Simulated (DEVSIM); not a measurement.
Device: Si n-i-p diode, at 300 K.

| layer (left to right) | material | thickness (μm) | Nd (cm⁻³) | Na (cm⁻³) | τn (s) | τp (s) |
|---|---|---|---|---|---|---|
| 1 | Si | 0.670 | 4e17 | - | 2.3e-7 | 2.3e-7 |
| 2 | Si | 0.650 | - | 4.2e12 | 2.3e-7 | 2.3e-7 |
| 3 | Si | 0.490 | - | 2.2e18 | 2.3e-7 | 2.3e-7 |

Left contact: ohmic. Right contact: ohmic. Voltage is applied to the left contact. Recombination: SRH at mid-gap, radiative. Mobility is constant in doping.

The device is made up for the run: typed textbook-type constants, with dimensions and the other settings drawn at random. Values at 300 K.

```
parameter           Si
-------------  -------
gap (eV)         1.124
affinity (eV)     4.05
permittivity      11.7
Nc (cm⁻³)      2.86e19
Nv (cm⁻³)       3.1e19
μn (cm²/Vs)       1417
μp (cm²/Vs)        470
B (cm³/s)      4.7e-15
```

Simulated with DEVSIM: 1D drift-diffusion, Boltzmann statistics, complete ionisation; no tunnelling, impact ionisation, image-force lowering or self-heating.

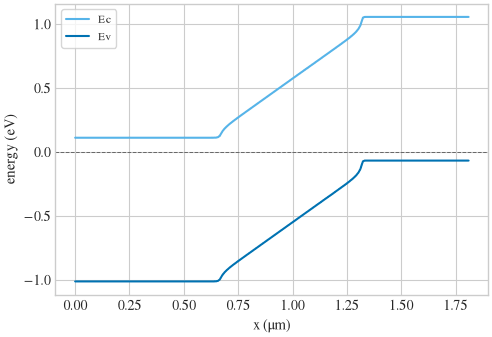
Figure: Band edges at zero bias

Energies count from the Fermi level of the right contact; mesh points crowd at the junctions.

```csv
x (μm),Ec (eV),Ev (eV),n (cm⁻³),p (cm⁻³),field (V/cm)
0.000,0.110,-1.014,4.0e17,290,≈ 0
0.02531,0.110,-1.014,4.0e17,290,≈ 0
0.07155,0.110,-1.014,4.0e17,290,≈ 0
0.1667,0.110,-1.014,4.0e17,290,≈ 0
0.4083,0.110,-1.014,4.0e17,290,≈ 0
0.5504,0.110,-1.014,4.0e17,290,≈ 0
0.6223,0.110,-1.014,4.0e17,290,34
0.6651,0.125,-0.999,2.3e17,510,20000
0.6865,0.180,-0.944,2.7e16,4200,19000
0.7278,0.241,-0.883,2.5e15,46000,13000
0.8031,0.334,-0.790,6.9e13,1700000,12000
1.033,0.612,-0.512,1.5e9,7.9e10,12000
1.181,0.792,-0.332,1400000,8.3e13,12000
1.262,0.893,-0.231,28000,4.1e15,13000
1.312,0.989,-0.135,680,1.7e17,39000
1.332,1.055,-0.069,< 1e2,2.2e18,1300
1.368,1.056,-0.068,< 1e2,2.2e18,≈ 0
1.438,1.056,-0.068,< 1e2,2.2e18,≈ 0
1.611,1.056,-0.068,< 1e2,2.2e18,≈ 0
1.720,1.056,-0.068,< 1e2,2.2e18,≈ 0
1.774,1.056,-0.068,< 1e2,2.2e18,≈ 0
1.810,1.056,-0.068,< 1e2,2.2e18,≈ 0
```
